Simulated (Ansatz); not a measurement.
H···H$_{3}$OSi···H$_{3}$Si (doublet)

```xyz
10

H     0.1644    0.4722    0.3919
Si    1.4328    0.0156   -0.7820
O     0.5757   -0.9115   -1.8461
Si   -1.3946    0.4708    1.2039
H     2.0112    1.1210   -1.5897
H     2.5075   -0.7774   -0.1100
H     0.2009   -1.7318   -1.5222
H    -1.2744    0.9617    2.6036
H    -2.3495    1.3186    0.4414
H    -1.8744   -0.9392    1.2093
```

A transition-state structure; geometry: PBE0-D4/def2-TZVP.

All numbers below come from UKS PBE0-D4/def2-TZVPP (Ansatz 0.2.0).

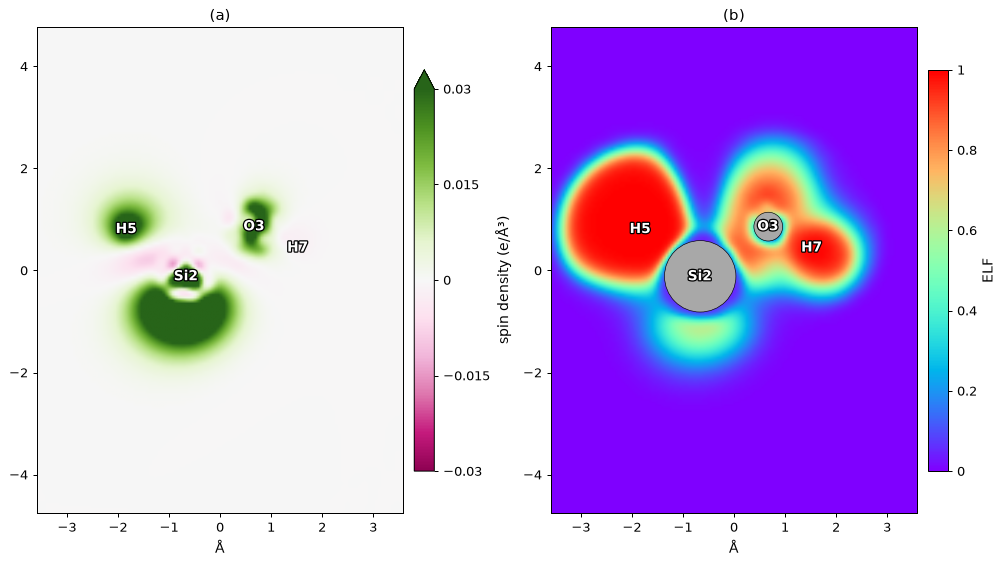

Figure 1. (a) spin density; (b) electron localisation function on the plane of atoms O3, Si2 and H5. Grey discs cover the atomic cores in the ELF map.

> Read the bonding off the picture.

The section cuts through Si, O and H sites. Si–O (1.65 Å): the ELF peaks at about 0.85 between the atoms (a polar covalent bond). O–H (0.96 Å): the ELF climbs to about 1 towards the hydrogen, as it does in any bond to H (an ordinary covalent bond to hydrogen). Si–H (1.49 Å): the ELF climbs to about 1 towards the hydrogen. The ELF also peaks beside O3, away from the bonds: non-bonding electrons, paired or unpaired. The unpaired spin (1 electron) lies mostly on Si4 (about 0.4) and Si2 (about 0.4), in electrons by Hirshfeld's partition.

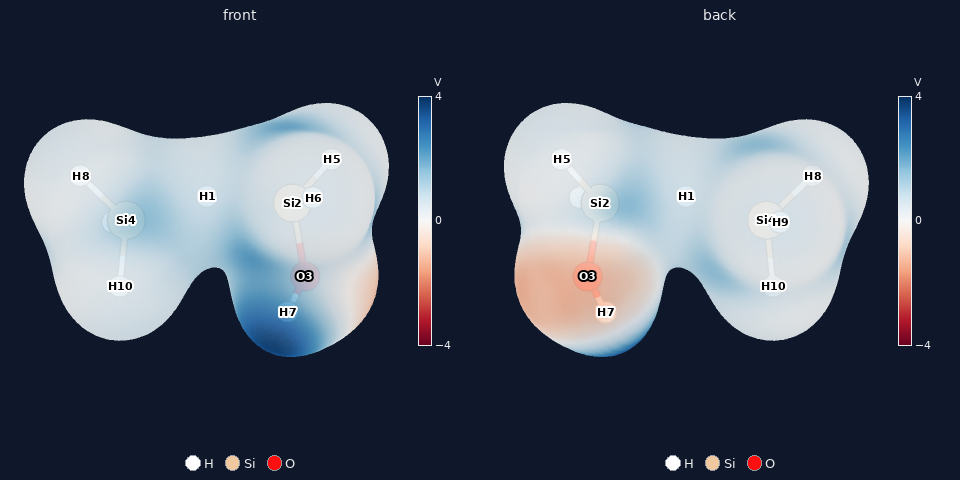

Figure 2. The electrostatic potential painted on the density surface at 0.004 e/bohr³, seen from the front and from behind; red is negative and blue positive.

> Which sites attract a positive test charge, and which a negative one?

A positive charge is drawn to the negative regions and a negative charge to the positive ones. The most negative region (about −1.3 V, or −30 kcal/mol for a unit charge) lies over O3, the most positive (about +3.7 V, or +85 kcal/mol for a unit charge) over H7. O3 is the likeliest acceptor of a hydrogen bond.

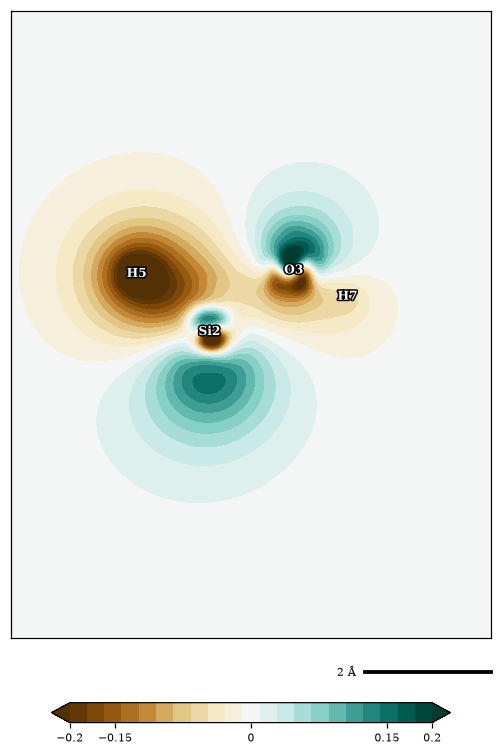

Figure 3. One frontier orbital on the plane of atoms O3, Si2 and H5 (values in Å⁻³ᐟ²; the overall sign is arbitrary).

> Which orbital is it: HOMO (β) or LUMO (β)?

The HOMO (β), at −9.09 eV. It lies mainly on O3 (about 40 %), Si2 (about 20 %), H6 (about 20 %) and H1 (about 5 %).
